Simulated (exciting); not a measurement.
Consider NaMgF3, space group Pm-3m.

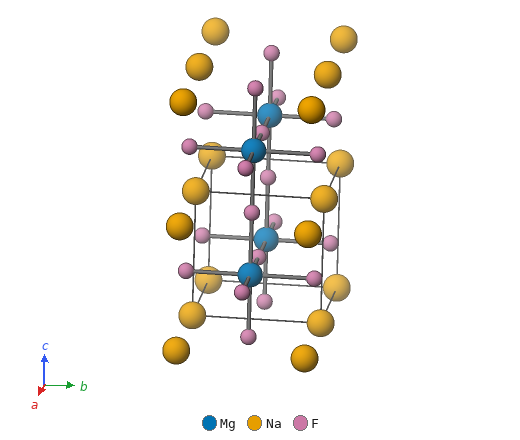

The structure (magnesium blue, sodium orange, fluorine pink). 2×1×2 cells are drawn. Some periodic images of atoms are drawn too.

```xyz
5
Lattice="3.9508 0.0000 0.0000 0.0000 3.9508 0.0000 0.0000 0.0000 3.9508" Properties=species:S:1:pos:R:3 pbc="T T T"
Mg    1.9754    1.9754    1.9754
Na    0.0000    0.0000    0.0000
F     0.0000    1.9754    1.9754
F     1.9754    0.0000    1.9754
F     1.9754    1.9754    0.0000
```

Absorber: atom 3, with 2 Mg at 1.98 Å (linear, site symmetry 4/mmm). Method: exciting, all-electron LAPW+lo, LDA, exchange and screened direct term (singlet BSE), 4×4×4 shifted k points, 23 conduction bands, |G+q| up to 3 bohr⁻¹, full RPA screening with nempty = 47, Lorentzian half width 0.45 eV.

Q: Predict the F K near-edge structure at this level.

Bound core exciton? Yes on this mesh: the first bright state (over 5 % of the brightest) lies at -0.84 eV from the Kohn–Sham onset and at -1.18 eV from the lowest bare transition of its own mesh; weaker or dark states reach down to -1.91 eV. Maxima (height): -0.2 eV (1.00), 1.9 eV (0.78), 3.3 eV (0.89), 7.8 eV (0.36) and 16.0 eV (0.27).

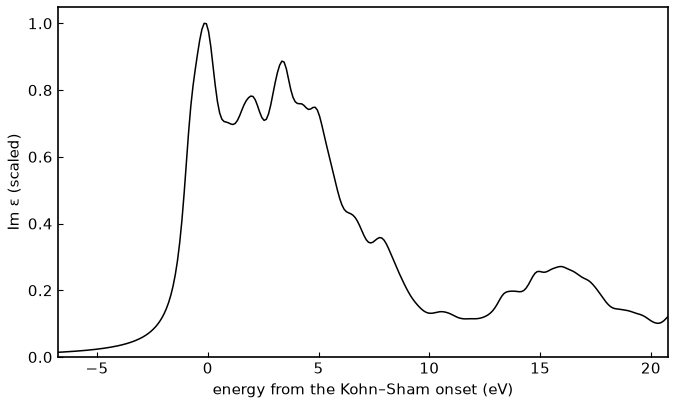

Energy from the Kohn–Sham onset, core level to the lowest empty state found on the meshes used; Im ε in relative units.

With 64 k points the binding energies are rough, and fine structure above the first lines is partly noise of the mesh. The kernel cutoff is low for a compact core orbital, so the effect of exchange is a lower bound. The zero comes from the unshifted 4×4×4 ground-state mesh; it is exact only where the band minimum lies on that mesh. The Kohn–Sham onset, 652 eV, is no photon energy: the scale needs a rigid shift. No quasiparticle correction widens the gap or stretches the bands. Vibrations and energy-dependent lifetimes are left out. The structure is a Materials Project entry, computed there, and may be a hypothetical form.

[Banner, clock and machine lines of the logs are left out without a mark of their own.]

[Logs are printed without paths, hosts, clocks, repeated set-up lines and the standing remarks that a program may print on its own settings, such as how far it seeks lower states.]

[Hosts, paths, dates, database ids (printed as entryN), source tags and the programs' standing remarks are cut or masked in the printed files.]
